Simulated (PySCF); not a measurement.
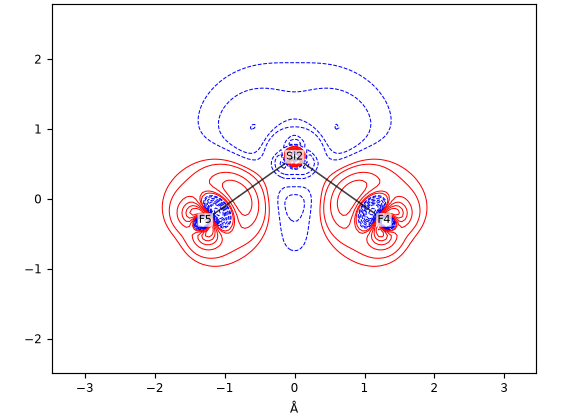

Figure 1: F₄Si, SMILES `F[Si](F)(F)F`. Deformation density (molecule less spherical, spin-averaged free atoms) in the plane of Si2, F4 and F5; contours at ±0.05 to ±0.8 e/Å³; solid red lines: gain, dashed blue lines: loss.

Level of theory: ωB97X/def2-TZVP (PySCF), at a geometry from GFN2-xTB. No frequency check shows the geometry to be a minimum.

Input script:

```python
import numpy as np
from pyscf import gto, scf, dft
from pyscf.scf import atom_ks, atom_hf
from scipy.linalg import block_diag

def solve(mol, dm0=None, hcore=None):
    mf = (dft.UKS if mol.spin else dft.RKS)(mol, xc='wb97x')
    mf.grids.level = 3
    mf = mf.density_fit(auxbasis='def2-universal-jkfit')
    mf.conv_tol, mf.max_cycle = 1e-8, 80
    if hcore is not None:
        mf.get_hcore = lambda *args: hcore
    mf.kernel(dm0)
    if not mf.converged:
        mf = mf.newton().run(mf.mo_coeff, mf.mo_occ, max_cycle=30)
    assert mf.converged, 'SCF not converged'
    return mf

mol = gto.M(atom='''
F      0.90491    -0.93726     0.86873
Si     0.00001    -0.00019     0.00008
F      0.90491     0.93741    -0.86879
F     -0.90492    -0.86944    -0.93655
F     -0.90492     0.86959     0.93649
''', basis='def2-tzvp', charge=0, spin=0, verbose=4)
mf = solve(mol)
mf.analyze()
# spherically averaged free atoms, for the promolecule
atm = atom_ks.get_atm_nrks(mol, xc='wb97x')
pro = block_diag(*[(atm[a[0]][2] * atm[a[0]][3]) @ atm[a[0]][2].T for a in mol._atom])
np.savez('result.npz', e=mf.e_tot, c=mf.mo_coeff, occ=mf.mo_occ, eps=mf.mo_energy, pro=pro, dip=mf.dip_moment(verbose=0), s2=mf.spin_square()[0])
```

Run with:

```sh
OMP_NUM_THREADS=1 python input.py
```

The run took 12 s on 1 thread of Intel(R) Xeon(R) Platinum 8259CL CPU @ 2.50GHz (Skylake/Cascade Lake) (shared host), peak memory 0.59 GiB.

Partitions, critical points and surface values were worked out afterwards from this run's density.

Q: How much density has each bond in this plane gained at its critical point, relative to the free atoms?

A: Si2–F4 and Si2–F5: +0.12 e/Å³ at the bond critical point (bond length 1.57 Å, Mayer order 1.2). In all, 1.2 electrons gather in the regions of gain relative to the promolecule. A small or negative value marks a very polar bond, one between electron-rich atoms, whose free-atom densities already overlap strongly, a long bond to a heavier atom, or a closed-shell contact such as a hydrogen bond.
